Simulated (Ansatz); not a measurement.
**C$_{2}$H$_{5}$ClSn (SMILES C[CH2][Sn][Cl]): density, localisation and related maps**

Input

```
crystal:
  periodic: [false, false, false]
  atoms:
    - {symbol: C, position_ang: [-0.801943, -0.133463, -1.081086]}
    - {symbol: C, position_ang: [-0.242481, -0.195949, 0.338843]}
    - {symbol: Cl, position_ang: [1.281464, 2.630589, -0.933831]}
    - {symbol: Sn, position_ang: [1.615842, 0.955498, 0.786968]}
    - {symbol: H, position_ang: [-1.766707, -0.663592, -1.166010]}
    - {symbol: H, position_ang: [-0.955330, 0.907071, -1.404406]}
    - {symbol: H, position_ang: [-0.112832, -0.593337, -1.808550]}
    - {symbol: H, position_ang: [-0.044344, -1.235284, 0.659722]}
    - {symbol: H, position_ang: [-0.973094, 0.204686, 1.070618]}
basis:
  gaussian: {orbitals: def2-TZVPD}
hamiltonian: {xc: {name: PBE0}}
output: {forces: true, orbitals: {seedname: orbitals}}
```

Command:

```sh
ansatz run input.yaml --threads 2 --pin off --max-ram 4350MiB --events-out events.jsonl --progress --plain --runs-dir runs
```

Geometry: B3LYP-D3(BJ)/def2-SVP; core potentials replace the inner electrons of Sn.

Level of theory: isolated molecule in a Gaussian basis; Kohn-Sham density functional theory, functional PBE0 in Ansatz 0.2.0.

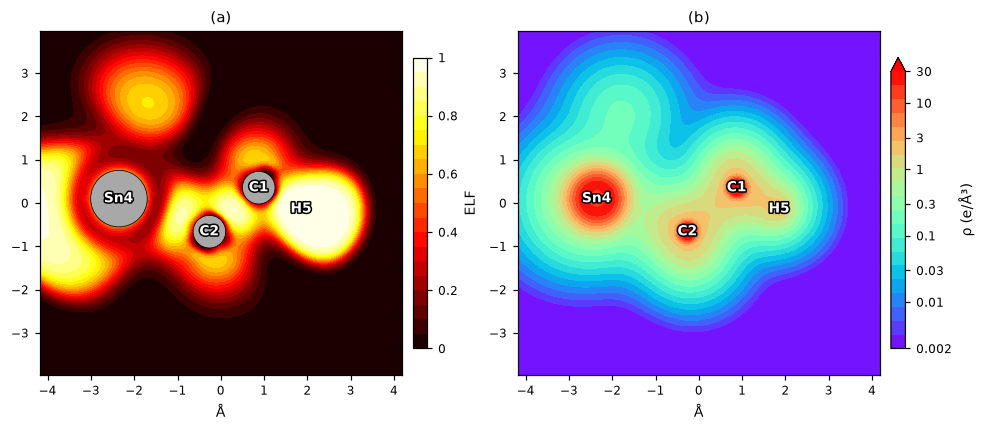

Figure 1. (a) ELF; (b) electron density on the plane of atoms C2, C1 and H5. Grey discs cover the atomic cores in the ELF map.

### Interpret the plot.

- The section cuts through C, Sn and H sites.
- C–C (1.53 Å): ρ is about 1.6 e/Å³ halfway; the ELF peaks at about 0.95 between the atoms (localised, covalent bonding).
- C–Sn (2.23 Å): the density is about 0.64 e/Å³ at the midpoint; the ELF peaks at about 0.90 in the valence shell of C, 0.8 Å from its nucleus, and drops to about 0.20 between the two atoms.
- C–H (1.10 Å): ρ is about 1.9 e/Å³ halfway; the ELF climbs to about 1 towards the hydrogen, as it does in any bond to H; a covalent bond by its length.

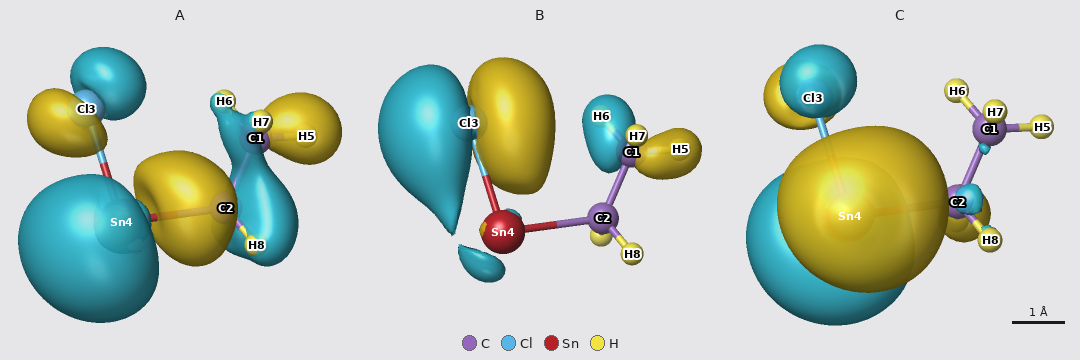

Figure 2. Three frontier orbitals at ±0.08 Å⁻³ᐟ² (yellow and cyan are the two phases), in no order.

### Which picture is the HOMO−1, the HOMO and the LUMO?

B is the HOMO−1 (−8.57 eV). It lies mainly on Cl3 (about 85 %) and Sn4 (about 10 %); largely a lone pair of Cl3. A is the HOMO (−6.52 eV). It lies mainly on Sn4 (about 50 %), C2 (about 25 %) and Cl3 (about 10 %). C is the LUMO (−2.80 eV). By Hirshfeld shares it lies mainly on Sn4 (about 85 %) and Cl3 (about 10 %).

### What is the HOMO–LUMO gap?

3.72 eV between the orbital energies.

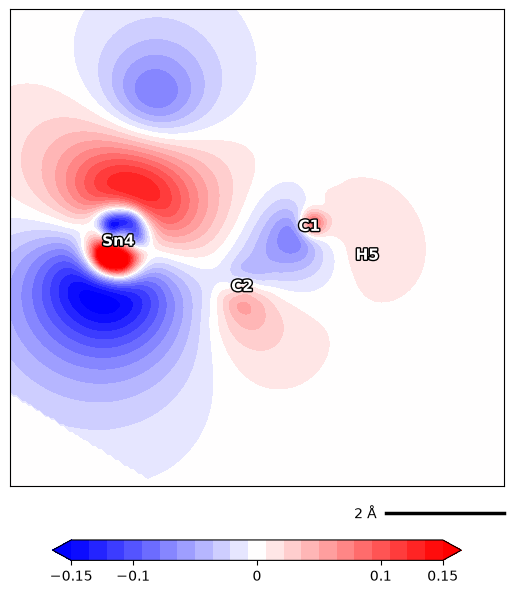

Figure 3. The LUMO on the plane of atoms C1, C2 and Sn4 (values in Å⁻³ᐟ²; the overall sign is arbitrary).

### Describe this orbital and give its energy.

Its weight (Hirshfeld) is mainly on Sn4 (about 85 %) and Cl3 (about 10 %). Its energy is −2.80 eV.
